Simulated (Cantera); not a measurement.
A closed system holds: 1 mol Si, 3.5 mol CO2, 330 mol H2, 0.0013 mol O2, at 1000 Pa.

Equilibrium computed with Cantera from the NASA thermochemical tables; the gas is ideal and each condensed phase is pure. Candidate condensed phases: C, C6H6, C7H8, C8H18, H2O, Si, SiC, SiO2; 123 gas species. The tables hold silica as quartz up to 1696 K and as liquid above; real silica turns to tridymite and cristobalite and melts near 1996 K. Kinetics and transport are ignored.

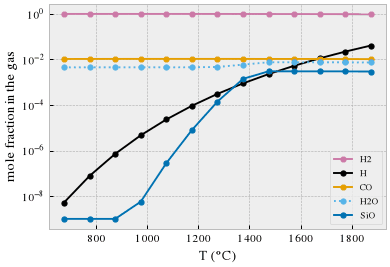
Fig. 1. Equilibrium gas composition (values under 1e-9 drawn at 1e-9)

**Question.** Read off the mole fractions at 775 °C.

**Answer.** H2 about 0.99, CO about 0.010, H2O about 0.0045, H about 7.7e-8.
